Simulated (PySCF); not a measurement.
# ClF···CH2O (SMILES FCl.C=O): what the fields show

```yaml
atoms:
  - { symbol: Cl, position_ang: [0.5230, 0.3622, 0.2721] }
  - { symbol: F, position_ang: [-0.3687, -0.8958, -0.3178] }
  - { symbol: C, position_ang: [2.0171, 1.9078, 2.4042] }
  - { symbol: O, position_ang: [1.8081, 2.0989, 1.2364] }
  - { symbol: H, position_ang: [2.6056, 2.6282, 2.9968] }
  - { symbol: H, position_ang: [1.6304, 1.0131, 2.9210] }
```

Geometry: PBE0-D3(BJ)/def2-TZVPD.

Method: PySCF, wB97M-D3(BJ)/def2-TZVPD, SCF density, gas phase.

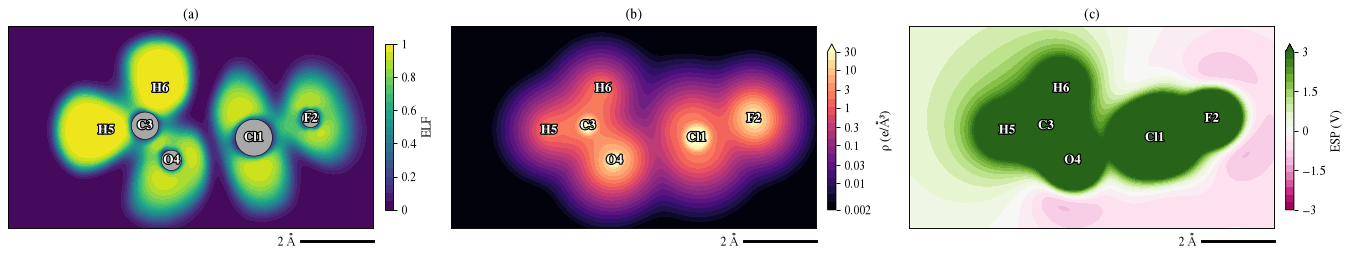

Figure 1. (a) ELF; (b) electron density; (c) electrostatic potential on the molecular plane. Grey discs cover the atomic cores in the ELF map.

### What do the fields say about this system?

The section cuts through Cl, F, C, O and H sites.
Cl1···O4 (2.37 Å): the density falls to about 0.27 e/Å³ on the way; the ELF dips to about 0.10 between them.
C–O (1.20 Å): ρ is about 3.4 e/Å³ halfway; the ELF peaks at about 0.90 between the atoms (a multiple bond).
Cl–F (1.65 Å): ρ at the midpoint is about 1.4 e/Å³; the ELF peaks at about 0.75 between the atoms, as expected for localised, covalent bonding.
C–H (1.10 Å): ρ is about 2.1 e/Å³ halfway; the ELF climbs to about 1 towards the hydrogen, as it does in any bond to H (an ordinary covalent bond to hydrogen).
The ELF also peaks beside O4, Cl1 and F2, away from the bonds: lone-pair regions.
Outside the dense part of the complex the potential is most negative (−1.0 V) near O4.

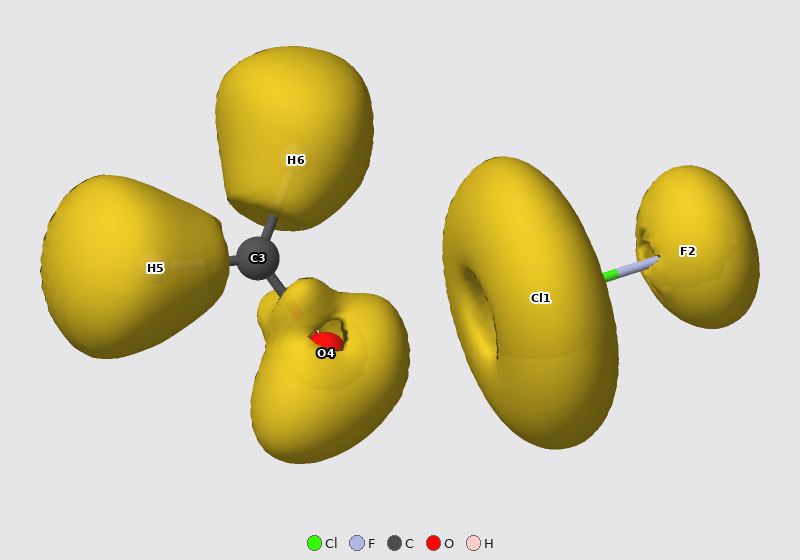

Figure 2. Isosurface of the ELF at 0.75 (yellow), seen at a tilt. Only the valence region is drawn (cores and ρ < 0.01 e/Å³ removed).

### Identify the bonds, lone pairs and shells in this picture.

At this value the surface marks out two regions around hydrogen nuclei, one region on O in which the atom's valence shell and bonds are merged, one region wrapped around Cl (its lone pairs, merged into a ring or cap) and one region wrapped around F (its lone pairs, merged into a ring or cap).

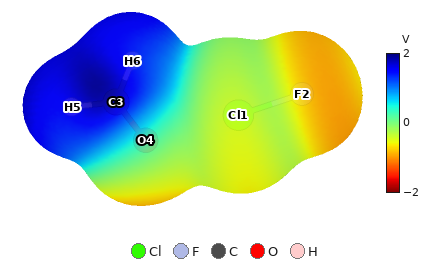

Figure 3. The molecular electrostatic potential painted on the density surface at 0.002 e/bohr³, seen at a tilt; red is negative and blue positive.

### Which sites attract a positive test charge, and which a negative one?

A positive charge is drawn to the negative regions and a negative charge to the positive ones. The most negative region (about −1.0 V, or −23 kcal/mol for a unit charge) lies over F2, the most positive (about +1.9 V, or +44 kcal/mol for a unit charge) over the π face of C3.

### How polar is the complex by this calculation?

Its dipole moment is 4.23 D.
